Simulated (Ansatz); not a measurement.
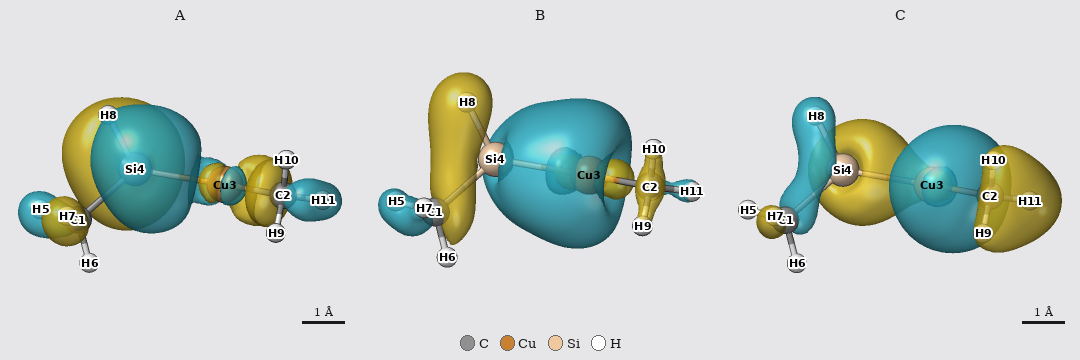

C2H7CuSi (SMILES C[SiH+][Cu-][CH3]). Three frontier orbitals at ±0.08 Å⁻³ᐟ² (yellow and cyan are the two phases), in no order.

Geometry: B3LYP-D3(BJ)/def2-SVP.

Theory: Ansatz, isolated molecule in a Gaussian basis; Kohn-Sham density functional theory, functional PBE0.

```yaml
atoms:
  - { symbol: C, position_ang: [0.0854, 0.6467, 2.7426] }
  - { symbol: C, position_ang: [1.0704, 2.0615, -2.0990] }
  - { symbol: Cu, position_ang: [0.3110, 0.7293, -0.9090] }
  - { symbol: Si, position_ang: [-0.6966, 0.3915, 1.0387] }
  - { symbol: H, position_ang: [-0.4672, 0.0716, 3.5067] }
  - { symbol: H, position_ang: [1.1466, 0.3604, 2.7745] }
  - { symbol: H, position_ang: [-0.0032, 1.7106, 3.0296] }
  - { symbol: H, position_ang: [-2.1222, 0.8252, 1.3073] }
  - { symbol: H, position_ang: [1.9275, 2.5713, -1.6302] }
  - { symbol: H, position_ang: [0.3193, 2.8158, -2.3837] }
  - { symbol: H, position_ang: [1.4195, 1.5456, -3.0124] }
```

Order the three orbitals by energy and name them.

B is the HOMO−1 (−7.25 eV). Its weight (Hirshfeld) is mainly on Cu3 (about 60 %) and Si4 (about 25 %). C is the HOMO (−6.04 eV). By Hirshfeld shares it lies mainly on C2 (about 35 %), Cu3 (about 30 %) and Si4 (about 20 %). A is the LUMO (−2.91 eV). It lies mainly on Si4 (about 60 %) and Cu3 (about 20 %).

What is the HOMO–LUMO gap?

3.13 eV between the orbital energies.
